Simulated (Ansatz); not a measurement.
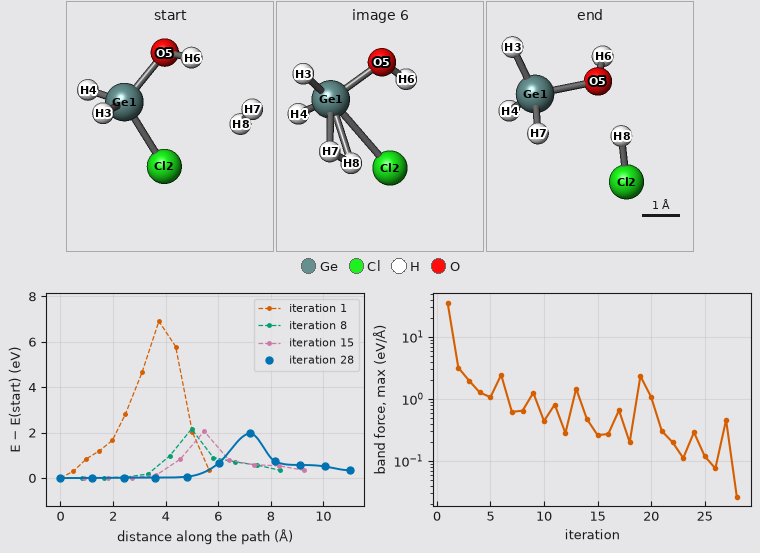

NEB run on GeH5OCl, made up at the start of GeH3OCl and H2. Images are numbered from 0 (start) to 10 (end). The plot follows the band through its iterations. Style: ball-and-stick. Shown at a tilt.

Computed with Ansatz 0.2.0, RKS r2SCANh-D4/def2-SVP. Run with 9 movable images; climbing image; force threshold 0.03 eV/Å; iteration limit 60; starting path through a guess of the saddle point.

**How did the profile develop, and is the result final?**

The result is final at these settings. The band converged in 28 iterations. The largest component of the band force went from 36 to 0.027 eV/Å. The climbing image converged on the top of the path. Its vibrational analysis gives one imaginary mode (809i cm⁻¹), as a transition state must have. The first iteration put the highest image at 6.91 eV. Forward barrier 1.96 eV, backward barrier 1.62 eV, with image 6 at the top; the reaction energy is +0.35 eV.

Limits of the set-up: the start holds two separate molecules, 2.3 Å apart at their closest, whose relative position is a soft coordinate.
